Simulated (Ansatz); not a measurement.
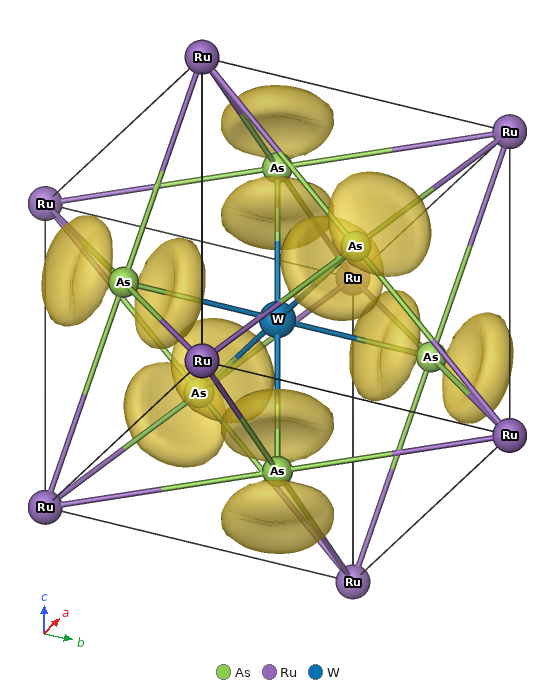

*As3RuW. Isosurface of the ELF at 0.65 (yellow), seen at an oblique angle. Only the valence region is drawn (cores and ρ < 0.01 e/Å³ removed). Sticks mark near contacts.*

Space group Pm-3m; started from the cubic perovskite_221 prototype, which need not be the ambient phase; computed without spin polarisation.

These are results of DFT PBE, scalar-relativistic, plane waves, PAW (Ansatz 0.2.0), not measurements.

In a PAW calculation such maps are meaningful between the atoms, not at the nuclei.

Describe the localisation domains.

Answer. At this value the surface marks out six lobes of the valence shell of As pointing towards W (polar bonds), counted in one cell of 5 atoms. Regions shared between cells count once. Along the contacts the grid gives the following. As–W (2.41 Å): the ELF is about 0.45 at the midpoint. As–Ru (3.40 Å): the ELF is about 0.20 at the midpoint; no shared electron pair shows on this line.
